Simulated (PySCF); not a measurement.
**NMR shielding calculation of C4H5OSi2 (charge −1)**

- system: C4H5OSi2, charge −1, SMILES C#C[Si-](C#C)O[SiH3]
- method: GIAO CAM-B3LYP/pcSseg-1 NMR shielding, non-relativistic, gas phase (PySCF 2.14.0)

The geometry comes from this level: GFN2-xTB, coordinate held. Figures and captions count atoms from 1; the log counts them from 0 in places.

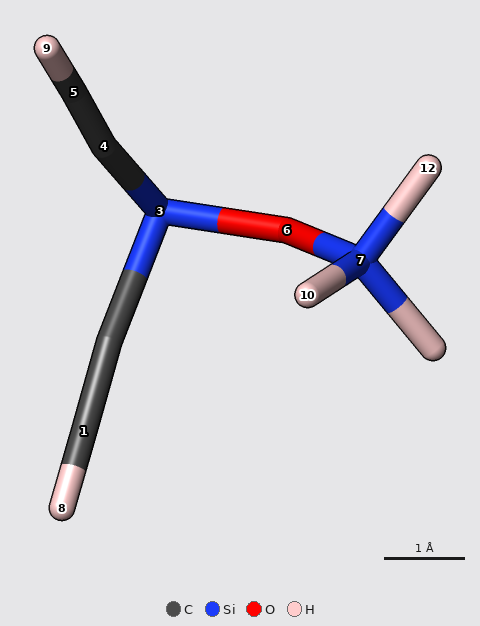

*The structure as given in the input (stick view, seen at a tilt; atoms are numbered from 1 in the order of the input).*

Bond lengths as drawn: C–C 1.21 Å, C–H 1.06 Å, C–Si 1.90 Å, H–Si 1.47 to 1.49 Å and O–Si 1.56 to 1.80 Å.

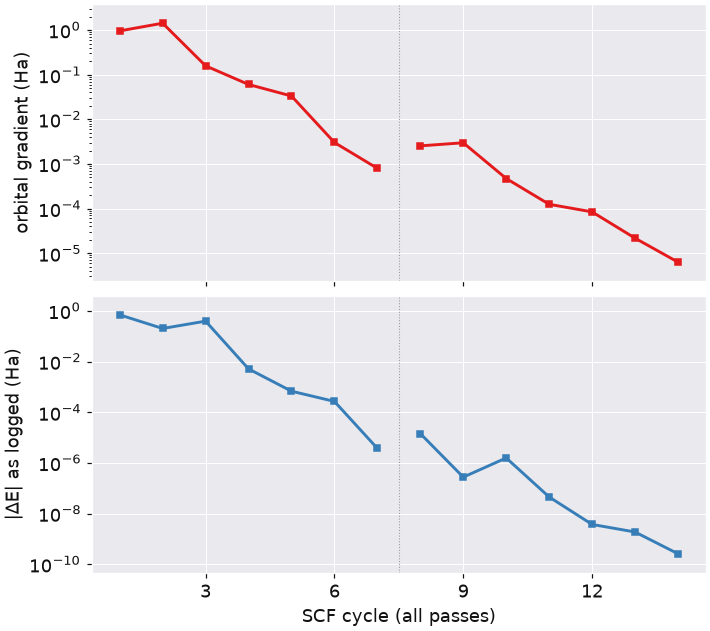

*Convergence of the self-consistent field: orbital gradient and size of the energy change against the SCF cycle. The dotted line marks the change from a coarse to the final integration grid.*

The first 7 cycles use a coarse grid, the final grid takes over at cycle 8, and the field converges after 14 cycles in all.

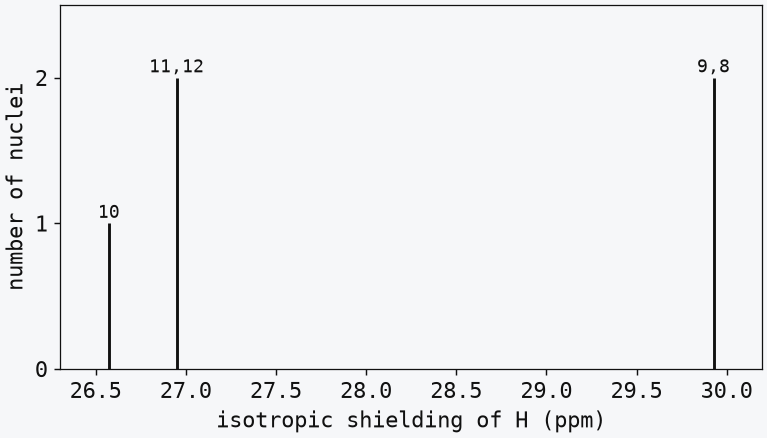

*Isotropic shieldings of the hydrogen nuclei in this fixed geometry, labelled by atom number; shielding grows to the right, so chemical shift grows to the left.*

The least shielded is H10 (26.6 ppm), the most shielded H8 (29.9 ppm).

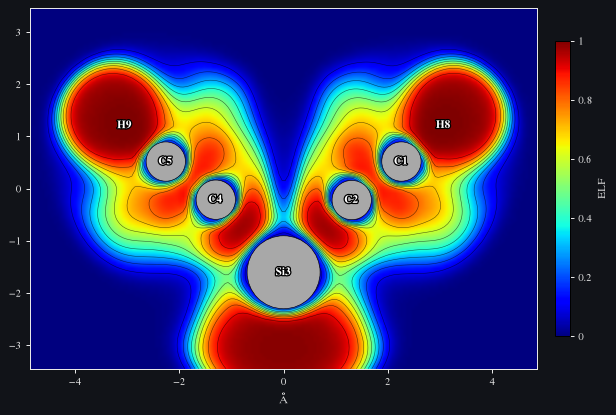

*Electron localisation function on the plane of atoms C2, Si3 and C4. Grey discs, where drawn, cover atomic cores.*

The section cuts through C, Si and H sites. C–C (1.21 Å): the ELF peaks at about 0.85 between the atoms (a multiple bond by its length, whose ELF region spreads away from the axis).

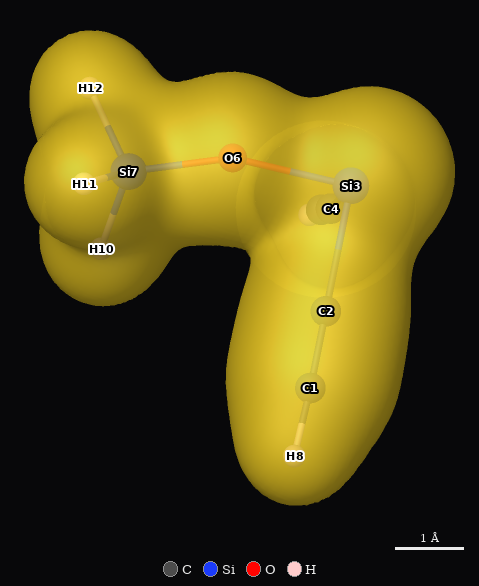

*Isosurface of the electron density at 0.1 e/Å³ (yellow), seen at an oblique angle.*

At this value the surface is in one piece. On the grid the lowest density along these lines, outside the cores, is 2.8 e/Å³ (C–C, 1.21 Å), 1.1 e/Å³ (Si–O, 1.56 Å), 0.68 e/Å³ (C–Si, 1.90 Å) and 1.9 e/Å³ (C–H, 1.06 Å).

These pictures come from the run below.

**Input**
```
{"job": {"kind": "nmr", "xc": "CAM-B3LYP", "basis": "pcSseg-1", "every": 1, "pop": false}, "charge": -1, "multiplicity": 1}
C     -2.350429    -1.247368    -0.713858
C     -1.433240    -1.232228     0.067551
Si    -0.185325    -1.116316     1.499985
C      1.158100    -1.476077     0.200010
C      2.137273    -1.693425    -0.468278
O     -0.011657     0.659294     1.239070
Si     0.165530     1.939215     0.368387
H     -3.110096    -1.246622    -1.452042
H      2.961140    -1.859069    -1.113475
H      0.241381     1.741409    -1.090624
H     -0.964919     2.867408     0.627064
H      1.408888     2.638497     0.780194
```

The first line tells a small driver script what to run in PySCF; the rest is the geometry in Å.

Launched with:
```bash
OMP_NUM_THREADS=1 python <driver script> task.json out
```

**The program's output**
```
coarse grid: 11784 points
cycle   1  E = -809.2078080590  dE =  6.978e-01  |g| = 9.605e-01  |ddm| = 3.351e+00
cycle   2  E = -809.0056759765  dE =  2.021e-01  |g| = 1.429e+00  |ddm| = 2.164e+00
cycle   3  E = -809.3996036446  dE = -3.939e-01  |g| = 1.583e-01  |ddm| = 1.357e+00
cycle   4  E = -809.4047519795  dE = -5.148e-03  |g| = 6.050e-02  |ddm| = 1.707e-01
cycle   5  E = -809.4054294435  dE = -6.775e-04  |g| = 3.332e-02  |ddm| = 8.225e-02
cycle   6  E = -809.4056967919  dE = -2.673e-04  |g| = 3.025e-03  |ddm| = 2.475e-02
cycle   7  E = -809.4057005342  dE = -3.742e-06  |g| = 7.965e-04  |ddm| = 8.731e-03
final grid: 106752 points
cycle   8  E = -809.4689342211  dE = -1.439e-05  |g| = 2.542e-03  |ddm| = 1.545e-02
cycle   9  E = -809.4689339465  dE =  2.747e-07  |g| = 2.983e-03  |ddm| = 4.281e-03
cycle  10  E = -809.4689355190  dE = -1.572e-06  |g| = 4.714e-04  |ddm| = 2.081e-03
cycle  11  E = -809.4689355643  dE = -4.534e-08  |g| = 1.245e-04  |ddm| = 5.052e-04
cycle  12  E = -809.4689355680  dE = -3.736e-09  |g| = 8.417e-05  |ddm| = 2.164e-04
cycle  13  E = -809.4689355699  dE = -1.879e-09  |g| = 2.167e-05  |ddm| = 8.637e-05
cycle  14  E = -809.4689355702  dE = -2.601e-10  |g| = 6.295e-06  |ddm| = 4.362e-05
converged SCF energy = -809.4689355702

GIAO shielding tensors (ppm)
atom      isotropic    diamagn.    paramagn.     s11        s22        s33       span
  0 C       95.084     264.422    -169.338     30.124     34.784    220.343    190.218
  1 C       65.758     262.913    -197.156    -53.307    -49.616    300.195    353.502
  2 Si     381.132     875.193    -494.061    192.282    417.854    533.260    340.978
  3 C       65.906     262.640    -196.733    -52.819    -49.805    300.343    353.162
  4 C       94.637     264.558    -169.921     29.907     34.136    219.867    189.960
  5 O      325.404     398.839     -73.435    255.636    317.083    403.493    147.857
  6 Si     418.013     879.450    -461.437    368.528    377.813    507.698    139.170
  7 H       29.938      35.635      -5.697     25.587     26.041     38.186     12.599
  8 H       29.917      35.684      -5.767     25.582     26.021     38.147     12.565
  9 H       26.573      31.725      -5.152     23.700     25.384     30.635      6.935
 10 H       26.947      29.949      -3.002     23.683     24.784     32.375      8.692
 11 H       26.951      29.942      -2.992     23.679     24.782     32.391      8.712
```

**Results in brief**

| quantity | value |
| --- | --- |
| outcome | converged |
| total energy | −809.468936 hartree |
| HOMO | −2.60 eV |
| LUMO | 5.13 eV |
| isotropic shielding, C | 65.8 to 95.1 ppm |
| isotropic shielding, Si | 381.1 to 418.0 ppm |
| isotropic shielding, O | 325.4 ppm |
| isotropic shielding, H | 26.6 to 29.9 ppm |
| hardware | 1 CPU thread, shared host |
| wall time | 29 s |
| peak memory | 0.77 GiB |
